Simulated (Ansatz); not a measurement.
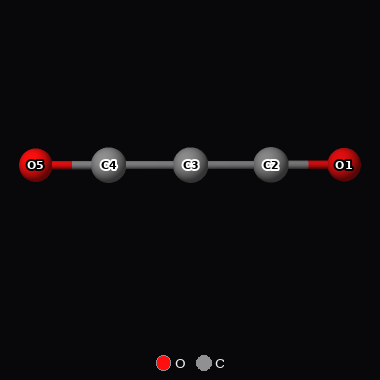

The system is C3O2, SMILES O=C=C=C=O; the picture shows the grid point nearest to the relaxed geometry. 
- Two internal coordinates are moved rigidly from the geometry relaxed at PBE0-D4/def2-TZVP, all others fixed.
- First axis: bond C3–C4. Second axis: bond O1–C2.
- The scan uses a 7 × 7 grid.
- Points are written as (first, second).
- Energies are in eV, from the lowest grid point.
- All numbers below come from Ansatz 0.2.0, RKS PBE-D4/def2-TZVPP.

Its coordinates:

```xyz
5

O     0.3094   -2.0668    1.2529
C     0.1656   -1.0853    0.6497
C     0.0079   -0.0101   -0.0110
C    -0.1508    1.0891   -0.6867
O    -0.2920    2.0660   -1.2872
```

Range: bond C3–C4 from 1.145 to 1.526 Å; bond O1–C2 from 1.017 to 1.618 Å.

Q: What landscape does the calculation give?

A: The lowest grid point is at (1.300 Å, 1.161 Å). It is the only kind of minimum in the scanned range. The highest grid point, (1.526 Å, 1.618 Å), lies 4.97 eV above the lowest. Round the minimum the two coordinates are nearly uncoupled.

| bond O1–C2 ↓, bond C3–C4 → | 1.145 | 1.182 | 1.236 | 1.300 | 1.370 | 1.446 | 1.526 |
| --- | --- | --- | --- | --- | --- | --- | --- |
| 1.618 | 4.78 | 4.31 | 3.91 | 3.78 | 3.95 | 4.36 | 4.97 |
| 1.491 | 3.41 | 2.94 | 2.55 | 2.44 | 2.62 | 3.06 | 3.68 |
| 1.371 | 2.13 | 1.67 | 1.29 | 1.20 | 1.39 | 1.85 | 2.49 |
| 1.261 | 1.19 | 0.74 | 0.38 | 0.29 | 0.51 | 0.98 | 1.64 |
| 1.161 | 0.86 | 0.42 | 0.07 | 0.00 | 0.23 | 0.72 | 1.40 |
| 1.075 | 1.39 | 0.95 | 0.62 | 0.56 | 0.81 | 1.32 | 2.01 |
| 1.017 | 2.47 | 2.04 | 1.71 | 1.67 | 1.92 | 2.44 | 3.15 |

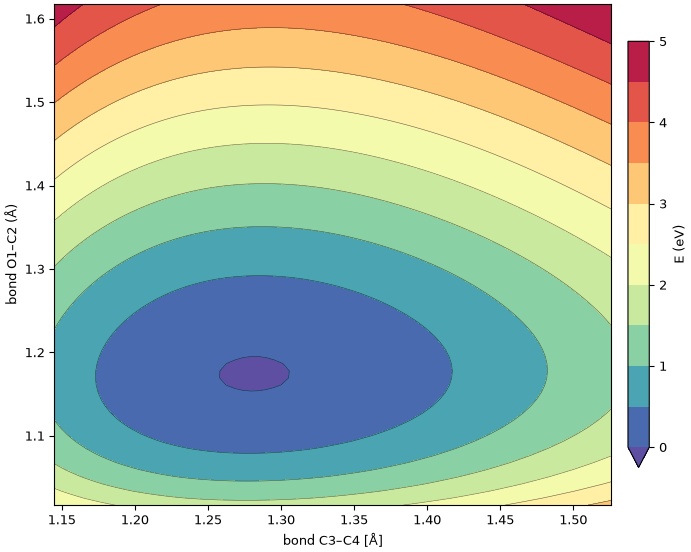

In the figure: filled contours. Between grid points the surface is interpolated.
